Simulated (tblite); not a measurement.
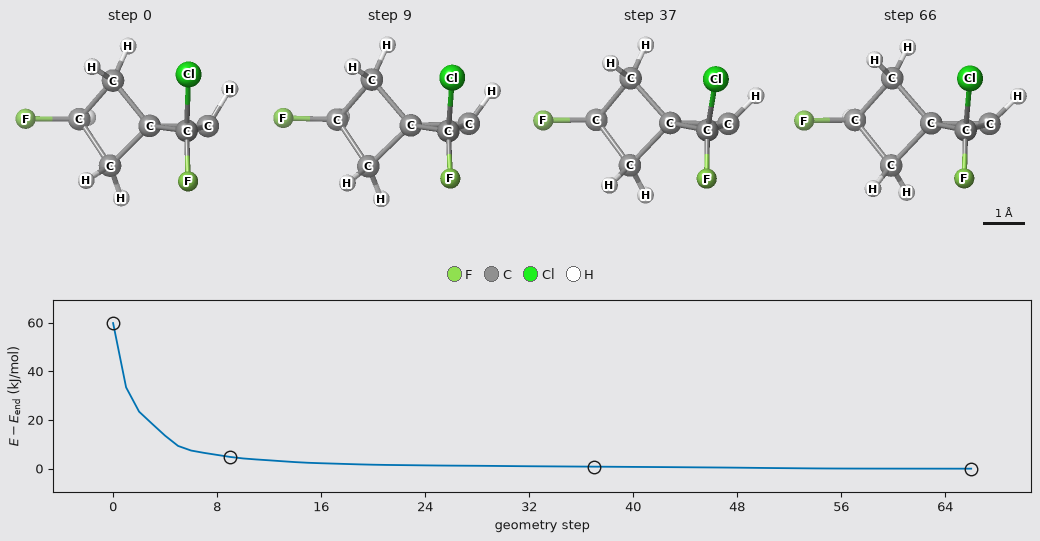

Frames of a relaxation of C$_{6}$H$_{6}$ClF$_{2}$ (multiplicity 2), marked on the history of the run. The picture is a ball-and-stick view, seen at a tilt.

Level of theory: GFN2-xTB geometry optimisation, gas phase in tblite. 

Describe the path.

Answer. The largest move after the best rigid fit is that of an H atom, 0.43 Å. By element the largest moves are H 0.43 Å, Cl 0.24 Å, F 0.23 Å, C 0.21 Å. Among the contacts that change: C–C 1.524 → 1.448 Å, C–C 1.462 → 1.533 Å, C–F 1.404 → 1.356 Å, C–H 1.096 → 1.067 Å. Among the angles between lasting bonds that change: C–C–H 114.3° → 131.9°, C–C–H 121.8° → 133.2°, F–C–H 115.8° → 106.6°. After 66 geometry steps the energy has fallen by 59.9 kJ/mol. Cost: 0.49 s on 1 thread of Intel(R) Xeon(R) Platinum 8488C (shared host). From step 0 to 9: the Cl atom moves most (0.18 Å), energy −55.0 kJ/mol. From step 9 to 37: H atoms move most (0.15 Å), energy −4.00 kJ/mol. From step 37 to 66: an F atom moves most (0.23 Å), energy −0.83 kJ/mol.
